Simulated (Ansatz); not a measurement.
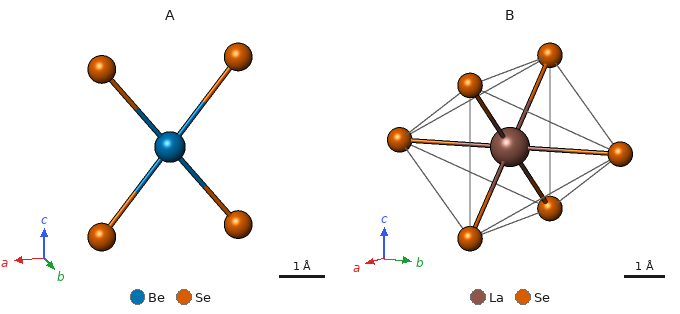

Coordination polyhedra in La2BeSe4 (Cmmm). The shape measure S (0 to 100) is the computed least-squares distance from an ideal polyhedron; S = 0 means ideal. Source: the geometry relaxed with DFT PBE, scalar-relativistic, plane waves, PAW (Ansatz 0.2.0); the starting structure was generated, so it need not be a known form of this composition.

**Name each polyhedron.**

A. BeSe4: a clearly distorted square plane (coordination number 4, S = 1.11; next best see-saw, S = 19.9); mean bond 2.55 Å.
B. LaSe6: a slightly distorted octahedron (coordination number 6, S = 0.60; next best trigonal prism, S = 15.0); mean bond 2.98 Å.
